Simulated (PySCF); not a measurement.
Vertical excitations of a molecule C2H6ClFSi from TDA-M06-2X/def2-SVPD in PySCF, as energy in eV (oscillator strength): 8.00 (0.020), 8.07 (0.005), 8.45 (0.044), 8.73 (0.046), 9.04 (0.026), 9.19 (0.096), 9.22 (0.030), 9.33 (0.029), 9.46 (0.024), 9.58 (0.073). Lowest triplet (TDA): 7.71 eV. Geometry optimised at PBE0-D3(BJ)/def2-SVP. One conformer was computed; it need not be the lowest.

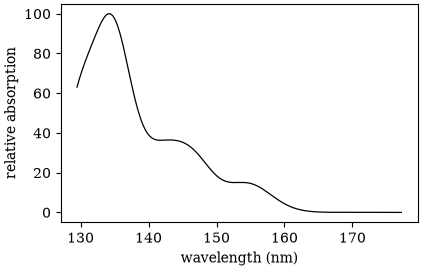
Figure. The lines broadened by 0.4 eV.

Problem. Which molecule gave these data?
A. CC[SiH](F)Cl
B. F[C@@H](Cl)C[SiH3]
C. C[C@@H](F)[SiH2]Cl
D. F[SiH2]CCCl

Solution. A, CC[SiH](F)Cl
